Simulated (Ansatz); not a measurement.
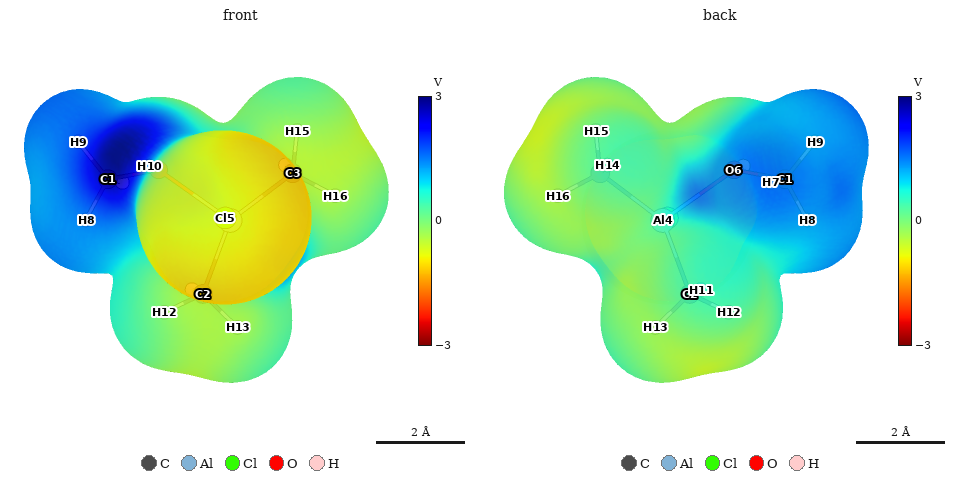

The picture shows: C$_{3}$H$_{10}$AlClO. The electrostatic potential painted on the density surface at 0.002 e/bohr³, seen from the front and from behind; the colour scale runs from red (negative) to blue (positive).

Geometry: PBE0-D4/def2-SVP.

Computed with isolated molecule in a Gaussian basis; Kohn-Sham density functional theory, functional PBE0 (Ansatz).

Input

```
crystal:
  periodic: [false, false, false]
  atoms:
    - {symbol: C, position_ang: [1.432945, -1.667122, 0.198315]}
    - {symbol: C, position_ang: [-0.212134, 0.529490, -1.815561]}
    - {symbol: C, position_ang: [-1.920019, 0.713860, 1.160407]}
    - {symbol: Al, position_ang: [-0.278253, 0.874499, 0.113642]}
    - {symbol: Cl, position_ang: [1.110854, 2.416498, 0.803387]}
    - {symbol: O, position_ang: [0.971507, -0.496883, 0.862088]}
    - {symbol: H, position_ang: [0.547587, -2.231210, -0.118788]}
    - {symbol: H, position_ang: [2.034704, -1.414656, -0.687558]}
    - {symbol: H, position_ang: [2.019109, -2.283679, 0.894321]}
    - {symbol: H, position_ang: [1.702819, 0.056667, 1.187568]}
    - {symbol: H, position_ang: [-0.655422, -0.442362, -2.094640]}
    - {symbol: H, position_ang: [0.812306, 0.561508, -2.222919]}
    - {symbol: H, position_ang: [-0.788374, 1.298143, -2.358755]}
    - {symbol: H, position_ang: [-2.436213, -0.245053, 0.981981]}
    - {symbol: H, position_ang: [-1.729622, 0.795149, 2.242901]}
    - {symbol: H, position_ang: [-2.634697, 1.512351, 0.897809]}
basis:
  gaussian: {orbitals: def2-SVPD}
hamiltonian: {xc: pbe0}
output: {forces: true, orbitals: {seedname: orbitals}}
```

Launched as:

```sh
ansatz run input.yaml --threads 2 --pin off --max-ram 6090MiB --events-out events.jsonl --progress --plain --runs-dir runs
```

Which sites attract a positive test charge, and which a negative one?

A positive charge is drawn to the negative regions and a negative charge to the positive ones. The most negative region (about −1.2 V) lies over Cl5, the most positive (about +2.9 V) over H10.

What dipole moment does the calculation give?

Its dipole moment is 4.84 D.
